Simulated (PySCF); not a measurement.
# C4H4FO3Si (SMILES O=C1OCOC=C1[SiH]F) (doublet): what the fields show

Input

```
{"job": {"kind": "epr", "basis": "pcH-1"}, "charge": 0, "multiplicity": 2}
O      0.345508     1.818323     1.461842
C     -0.160052     0.978244     0.759719
O     -1.512738     0.873273     0.683618
C     -2.014166    -0.251945     0.013668
O     -1.386567    -0.532876    -1.201981
C     -0.030421    -0.542691    -1.105228
C      0.619874     0.090749    -0.095651
Si     2.431703     0.314627     0.134621
F      3.179092    -0.889589    -0.664247
H     -3.067168    -0.050428    -0.198731
H     -1.923105    -1.131979     0.679410
H      0.449420    -1.078579    -1.908543
H      3.064232     0.403358     1.423774
```

Launched as:

```sh
OMP_NUM_THREADS=1 python probes_run.py task.json out
```

Geometry: GFN2-xTB.

Method: PySCF, UKS B3LYP, pcH-1 on C F H O Si, non-relativistic, mean-field spin-orbit, GIAO.

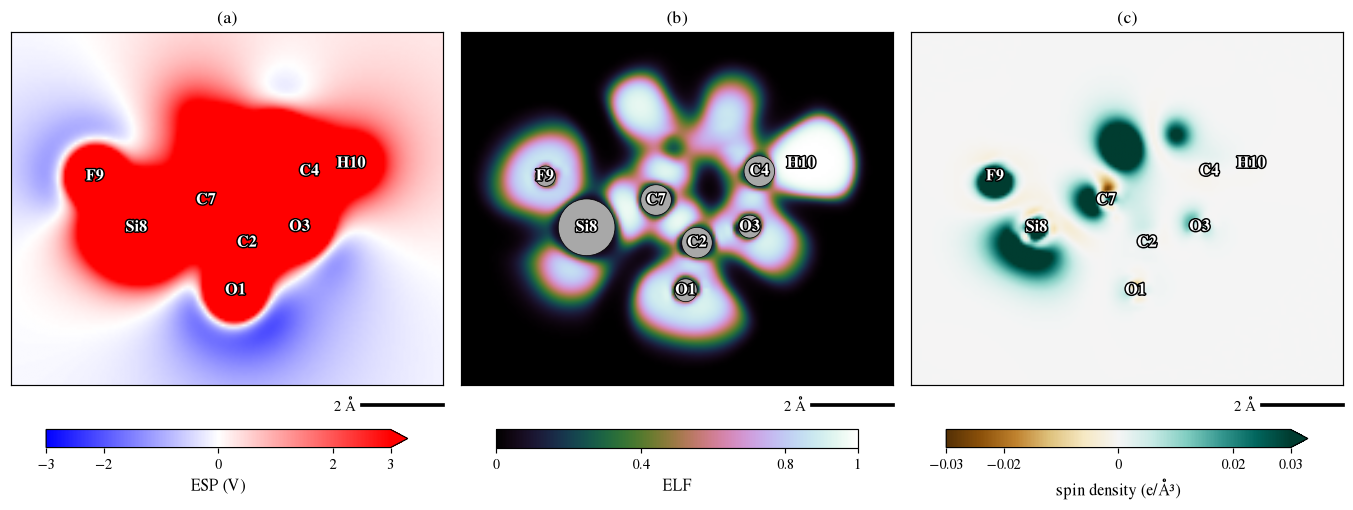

Figure 1. (a) molecular electrostatic potential; (b) ELF; (c) spin density (α minus β) on the plane of atoms O1, C2 and O3. Grey discs cover the atomic cores in the ELF map.

**What do the fields say about this system?**

- The section cuts through O, C, Si, F and H sites.
- C–O (1.21 Å): the ELF peaks at about 0.85 between the atoms (a short, multiple covalent bond).
- Si–F (1.63 Å): the ELF peaks at about 0.85 in the valence shell of F, 0.5 Å from its nucleus, and is about 0.50 at the midpoint.
- C–Si (1.84 Å): the ELF peaks at about 0.95 between the atoms, as expected for a covalent bond.
- C–H (1.09 Å): the ELF climbs to about 1 towards the hydrogen, as it does in any bond to H (an ordinary covalent bond to hydrogen).
- C–O (1.36 Å): the ELF peaks at about 0.90 between the atoms; a polar covalent bond.
- The ELF also peaks beside O1, O3, F9 and O5, away from the bonds: non-bonding electrons, paired or unpaired.
- The unpaired spin (1 electron) lies mostly on Si8 (about 0.7) and C6 (about 0.1), in electrons by Hirshfeld's partition.
- Outside the dense part of the molecule the potential is most negative (−2.1 V) near O1.

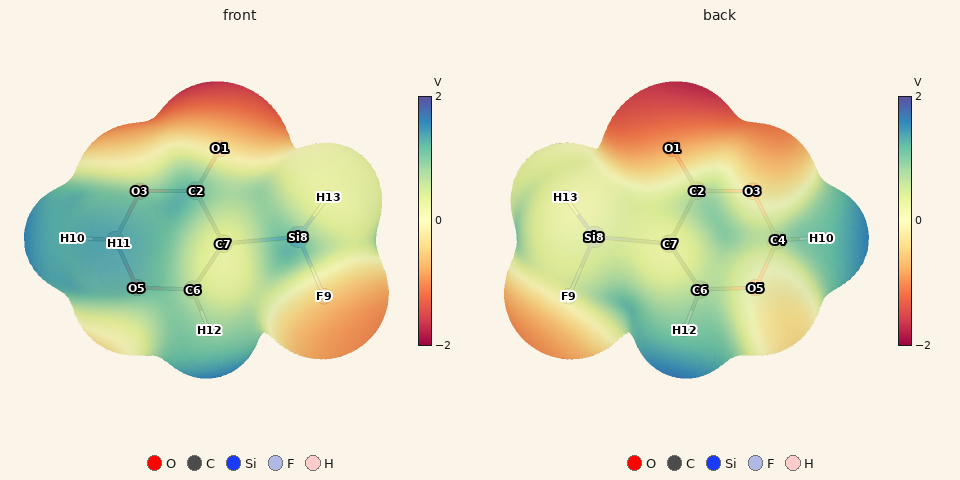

Figure 2. The molecular electrostatic potential painted on the density surface at 0.002 e/bohr³, seen from the front and from behind; red is negative and blue positive.

**Describe the electrostatic potential map.**

The most negative region (about −1.7 V) lies over O1, the most positive (about +1.6 V) over H10 and H12. O1 is the likeliest acceptor of a hydrogen bond.
